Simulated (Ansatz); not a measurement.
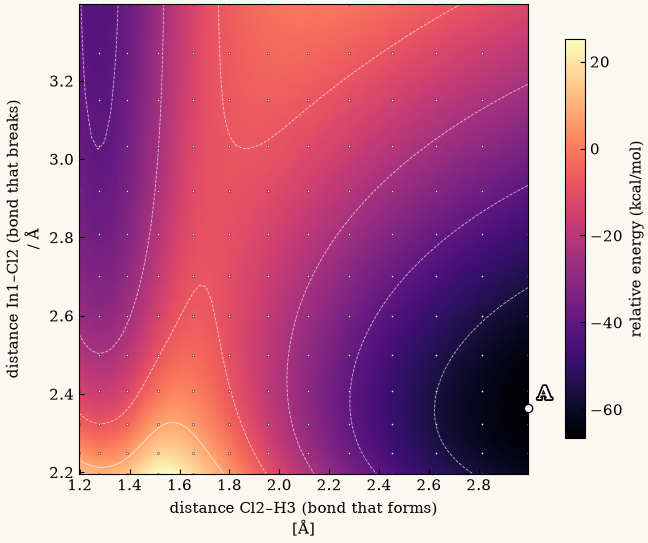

The reacting system CH₄ClIn (fragments CH₄ClIn where the first distance is long, CH₃In + ClH where the second is long). First axis: distance Cl2–H3 (bond that forms). Second axis: distance In1–Cl2 (bond that breaks). Relaxed at each point: all other coordinates. The scan uses a 13 × 13 grid. Points are written as (first, second). All energies are given in kcal/mol relative to a guessed transition structure relaxed with its forming and breaking bonds held. The reference is spin-restricted, so regions where a bond is pulled apart into radicals lie too high. Computed with RHF/def2-SVP in Ansatz 0.2.0.

The picture shows a smooth colour map with a few white contour lines, dots at the grid points, the point A. Between grid points the surface is interpolated.

Find the lowest path from A to the other arm of the map, and its barrier.

Answer. The easiest path runs from the side where the first distance is long, about (3.00 Å, 2.37 Å), to the side where the second distance is long, (1.278 Å, 3.396 Å). Its highest point, at about (1.75 Å, 2.83 Å), lies about 58 kcal/mol above the start and 33 kcal/mol above the end on the interpolated surface. An end on the edge of the scan is no minimum, so the barrier from there is a lower bound.

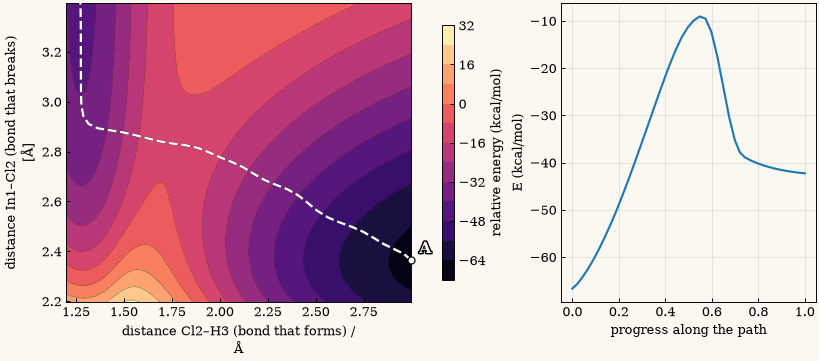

Drawn: filled contours, a line along the lowest path, the energy along the path at the right. Between grid points the surface is interpolated.
